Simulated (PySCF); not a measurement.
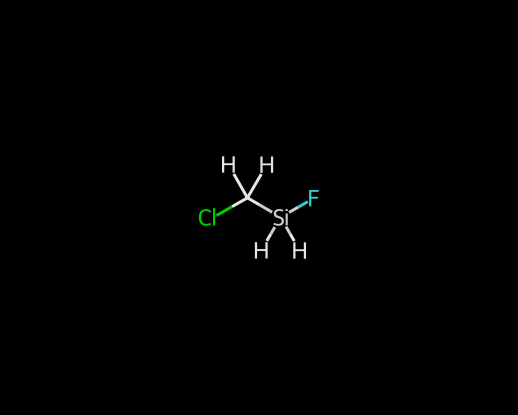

2D structure.

Question: Write the SMILES.

Answer: F[SiH2]CCl

Question: What is the molecular formula?

Answer: CH4ClFSi.

Question: An optimisation with PBE0-D3(BJ)/def2-SVP gave a structure of which point group?

Answer: Cs. Other conformers may differ.

More results for the same structure follow; atom numbers are the same in all pictures, views and colours differ. The computed structure is the end point of a PBE0-D3(BJ)/def2-SVP optimisation. No frequency run is at hand to confirm it as a minimum.

**Shape**

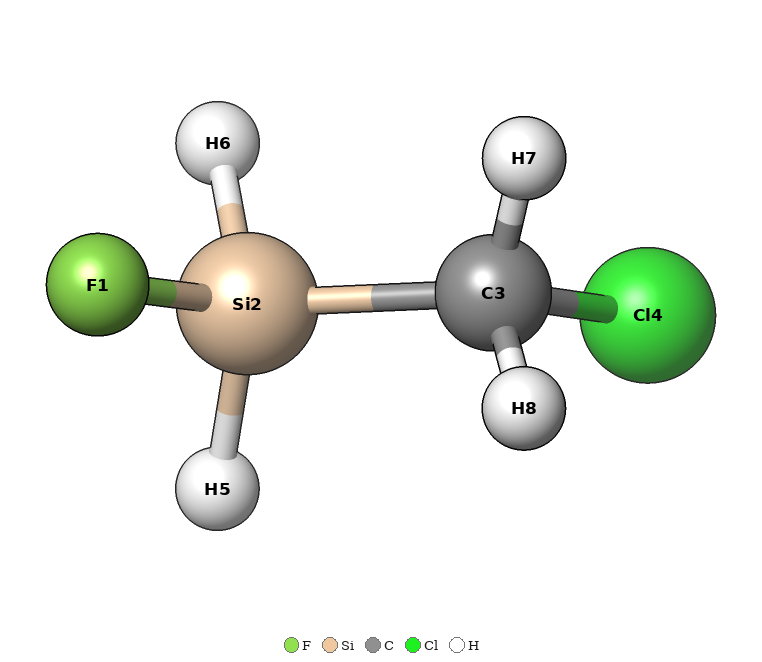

The atoms are numbered. No frequency run is at hand to confirm it as a minimum.

Which atoms are bonded, and how long are the bonds?

```csv
bond,length (Å),order
F1–Si2,1.628,single
Si2–C3,1.880,single
Si2–H5,1.486,single
Si2–H6,1.486,single
C3–Cl4,1.793,single
C3–H7,1.099,single
C3–H8,1.099,single
```

**Dipole moment**

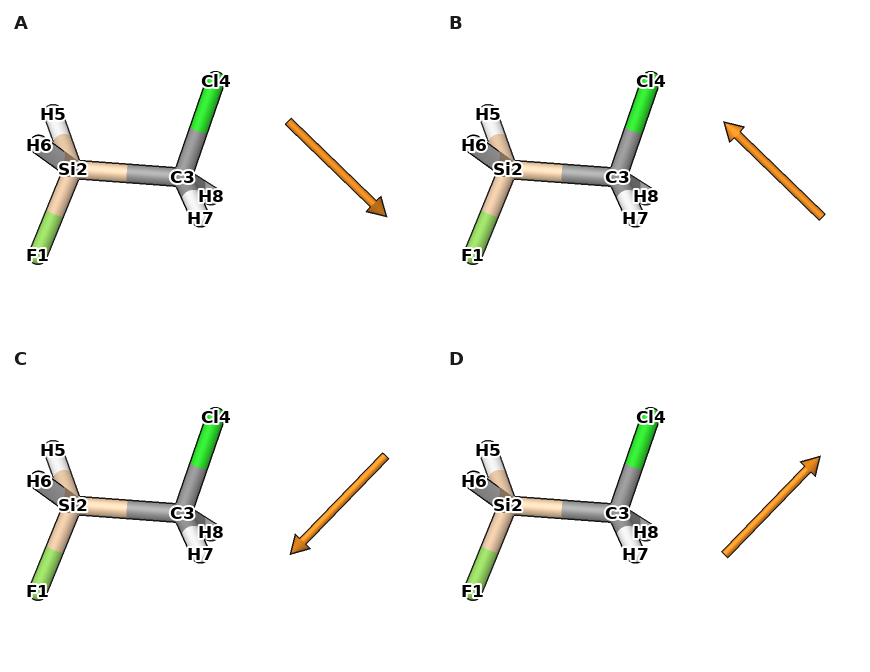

The same molecule four times, each with an arrow. No frequency run is at hand to confirm it as a minimum. Properties computed with B3LYP/cc-pVTZ, gas phase (PySCF 2.14.0).

Question: Which arrow points along the dipole moment, from the negative to the positive end?

Answer: A. The dipole moment is 0.58 D; it points from the side of H5, H6 to the side of H7, H8 (the outermost atoms at the two ends).

**Quadrupole coupling**

No frequency run is at hand to confirm it as a minimum. Electric field gradients from the ground-state density, B3LYP/6-31G* (PySCF 2.14.0), non-relativistic apart from any core potentials.

Give the largest field-gradient component, the quadrupole coupling constant and the asymmetry for 35Cl at Cl4 (Q = −81.7 mb).

| atom | V_zz (a.u.) | e²qQ/h (MHz) | η |
| --- | --- | --- | --- |
| Cl4 | 3.734 | −71.7 | 0.05 |

**Spin–spin coupling**

No frequency run is at hand to confirm it as a minimum. Properties computed with B3LYP/6-31G* indirect spin-spin coupling, non-relativistic, gas phase (PySCF 2.14.0). Isotopes: 13C, 19F, 1H, 29Si.

Give the spin–spin coupling constants of these pairs, with the number of bonds between them: C3/H8, F1/H6, F1/H5, H7/H8, F1/H7, F1/H8, H6/H7.

```tsv
pair	bonds apart	J (Hz)
C3, H8	1	155.2
F1, H6	2	40.2
F1, H5	2	40.4
H7, H8	2	−15.0
F1, H7	3	−2.5
F1, H8	3	−2.5
H6, H7	3	0.7
```

Density functionals are unreliable for couplings to fluorine, so those rows may be far off.
